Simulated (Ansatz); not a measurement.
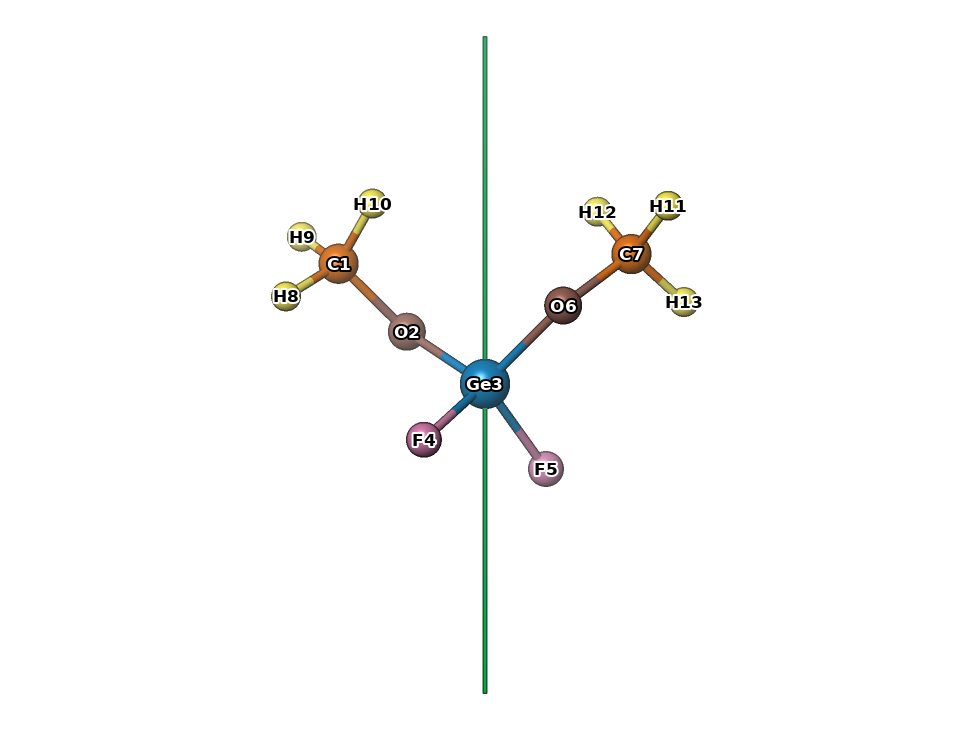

A line through the centre of mass is drawn in. Atoms fade into the background with distance from the viewer. Computed geometry: PBE0-D4/def2-TZVP optimisation.

Question: Is the line a proper rotation axis of the structure, and of what order?

Answer: Yes, a C2 axis. A turn by 180° leaves Ge3 in place and moves C1 ↔ C7; O2 ↔ O6; F4 ↔ F5; H8 ↔ H13; H9 ↔ H11; H10 ↔ H12. The point group is C2.
